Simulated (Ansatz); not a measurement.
WF$_{3}$

Input

```
crystal:
  lattice:
    - [4.1478022613, 0.0, 0.0]
    - [0.0, 4.1478022613, 0.0]
    - [0.0, 0.0, 4.1478022613]
  atoms:
    - { symbol: W, position: [0.0, 0.0, 0.0], spin: 1.63 }
    - { symbol: F, position: [0.0, 0.5, 0.0] }
    - { symbol: F, position: [0.0, 0.0, 0.5] }
    - { symbol: F, position: [0.5, 0.0, 0.0] }
basis:
  ecutwfc: 420
kpoints:
  mp_grid: { grid: [8, 8, 8] }
hamiltonian:
  xc: pbe
scf:
  occupations: { method: gaussian, width: 0.01 }
output:
  forces: true
  stress: true
  eigenvalues: true
  populations: true
  write_density: true
  write_potential: true
  elf: true
  volumetric_format: npy
magnetization:
  spin_polarized: true
relax:
  adjacent_minimum: "off"
  f_tol: 0.01
  max_steps: 80
  cell: { stress_tol: 0.05 }
```

Launched as:

```sh
ansatz run input.yaml --threads 1 --pin off --max-ram 2560MiB --backend cpu --events-out ev --progress --plain --runs-dir out
```

Below, planes, directions and counts refer to the conventional cell (a = 4.15 Å, b = 4.15 Å, c = 4.15 Å, α = 90.00°, β = 90.00°, γ = 90.00°).

Space group Pm-3m; a structure generated by program, which may or may not match a known phase; spin-polarised.

Method: DFT PBE, scalar-relativistic, plane waves, PAW (Ansatz 0.2.0).

Core electrons are frozen (PAW), and the valence fields are smoothed inside the atomic spheres.

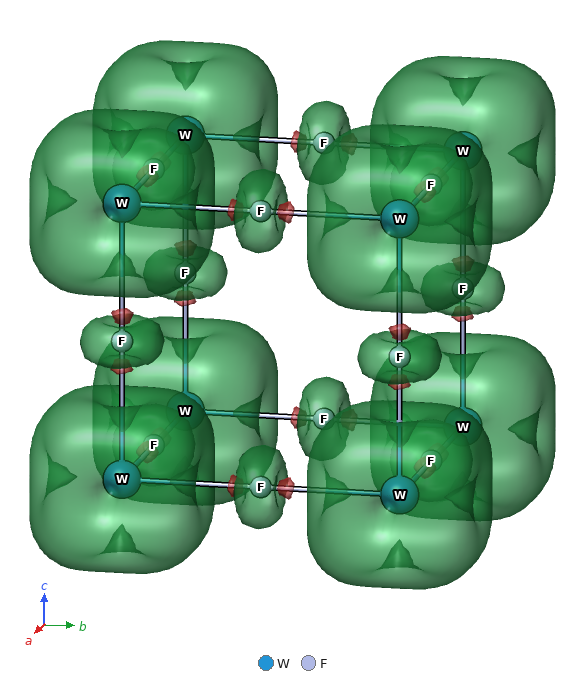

Figure 1. Isosurfaces of the spin density (up minus down) at +0.04 (green) and −0.04 e/Å³ (red), seen slightly off an axis. Sticks mark near contacts.

Where is the spin, and how is it ordered?

Answer. The spin density sits on W: +1.5 μB in one cell of 4 atoms, with smaller moments on other sites: F (up to +0.09 μB): parallel main moments, as they must be, since the calculation's own cell holds one magnetic site. The cell of the calculation (4 atoms) carries 3.0 μB of net spin moment.

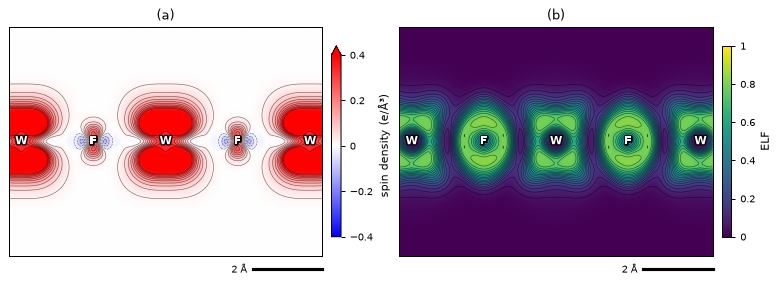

Figure 2. (a) magnetisation density (up minus down); (b) electron localisation function on the (101) plane of the conventional cell.

Read the bonding off the picture.

Answer. The plane passes through W and F nuclei.
W–F (2.08 Å): the ELF peaks at about 0.80 in the valence shell of F, 0.6 Å from its nucleus, and drops to about 0.05 between the two atoms; no shared electron pair shows on this line.
The features right at W lie inside the PAW spheres, where the map follows smoothed inner orbitals and isn't to be read closely.

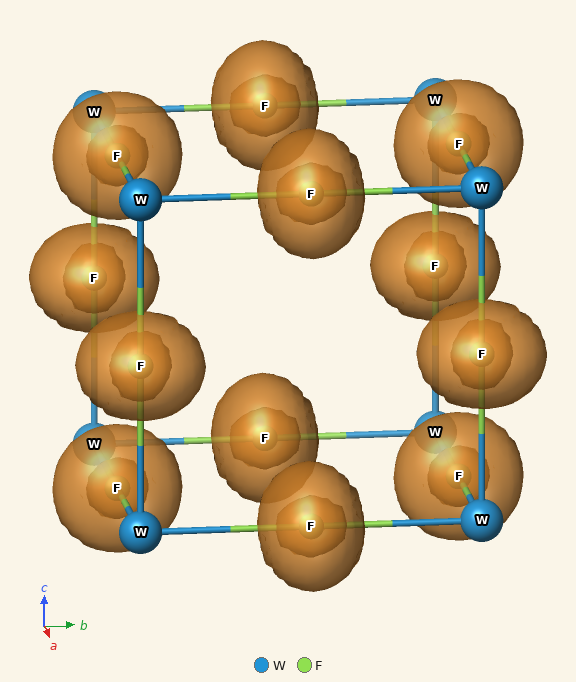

Figure 3. Isosurface of the electron localisation function at 0.75 (orange), seen at an oblique angle. Core shells and regions of very low density are left out. Sticks mark near contacts.

Where are the electrons localised?

Answer. The surface consists of three regions wrapped around F (the valence shell of each), counted in one cell of 4 atoms. Regions shared between cells count once.
